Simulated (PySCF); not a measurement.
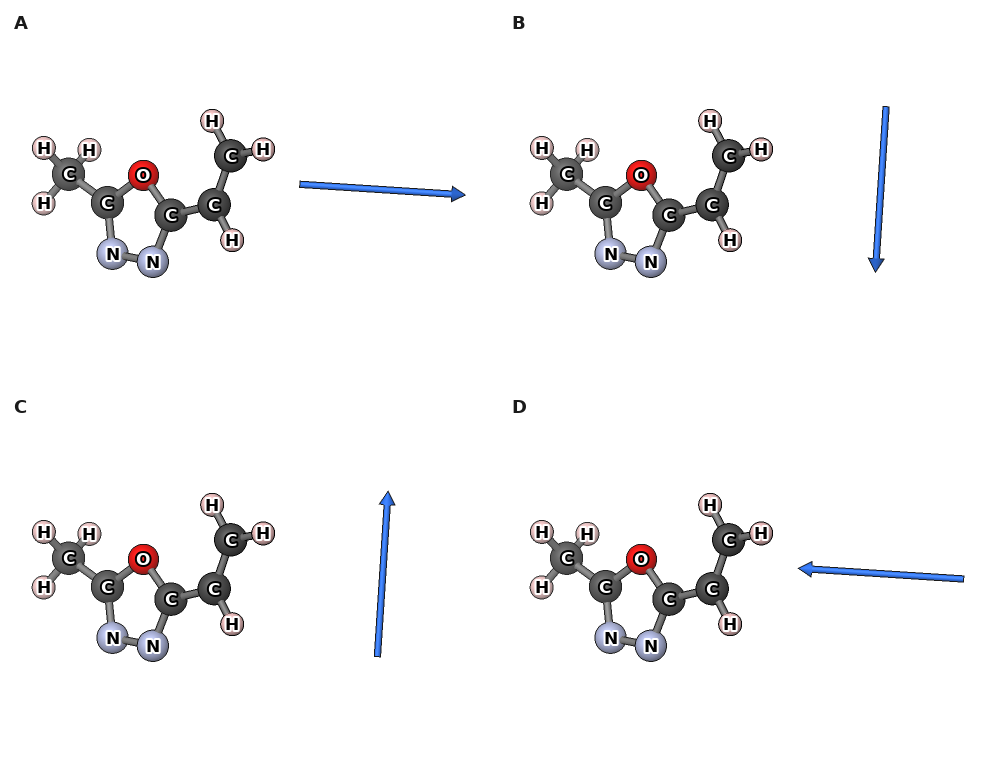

The same molecule four times, each with an arrow. Computed geometry: GFN2-xTB optimisation. No frequency run is at hand to confirm it as a minimum. Properties computed with CAM-B3LYP/def2-SVPD, gas phase (PySCF 2.14.0).

**Which arrow points along the dipole moment, from the negative to the positive end?**

C. The dipole moment is 3.66 D.
